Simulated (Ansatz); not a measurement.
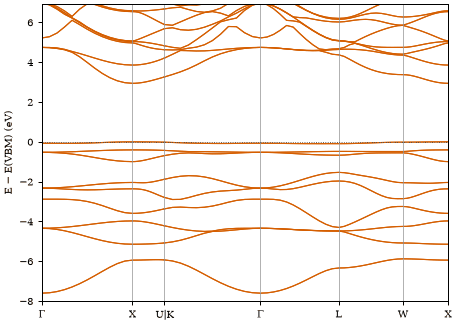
*Band structure from plane-wave PAW r²SCAN with spin–orbit coupling (Ansatz code)*

Problem. Read off the gap and where the band edges lie.

Solution. About 2.9 eV (2.94 eV by a search for the band edges); maximum at X, minimum at X.

The material is Ca₂H₆Os in space group Fm-3m (No. 225; Ca on 8c, H on 24e, Os on 4a).

The first step of the workflow began from a Materials Project structure, measured or hypothetical; the Crystallography Open Database copy checked does not list it. Its standing as an ambient phase is unchecked. Symmetry was held in the r²SCAN relaxation; whether a distortion lowers the energy is not shown. The run is not spin-polarised.

Potentials: the later of the program's two PAW sets.
